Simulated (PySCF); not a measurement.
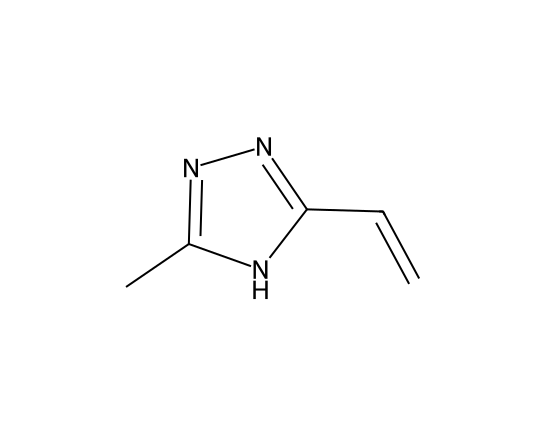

The drawing above gives the connectivity. Computed geometry: GFN2-xTB optimisation. No frequency run is at hand to confirm it as a minimum.

Describe the 3D structure.

It has 15 atoms: 5 carbon, 7 hydrogen and 3 nitrogen (C₅H₇N₃). As SMILES it reads `C=Cc1nnc(C)[nH]1`. Independent rings (smallest set): 1 of 5 members, 1 of them aromatic. Among its groups: alkene. This geometry has Cs symmetry. Coordination: 4 C trigonal planar; 2 N bent; 1 C tetrahedral; 1 N trigonal planar.

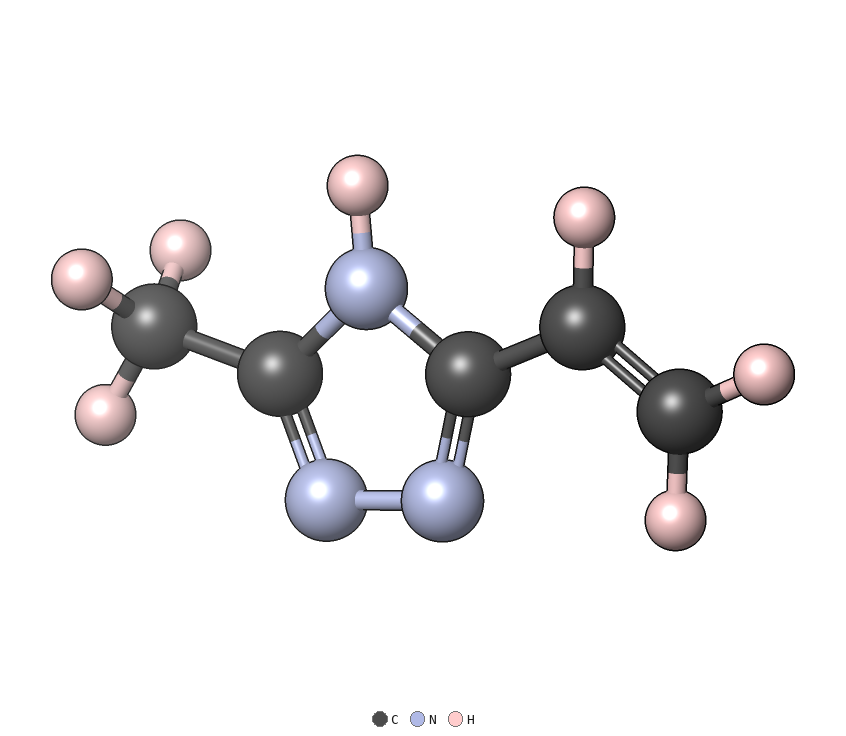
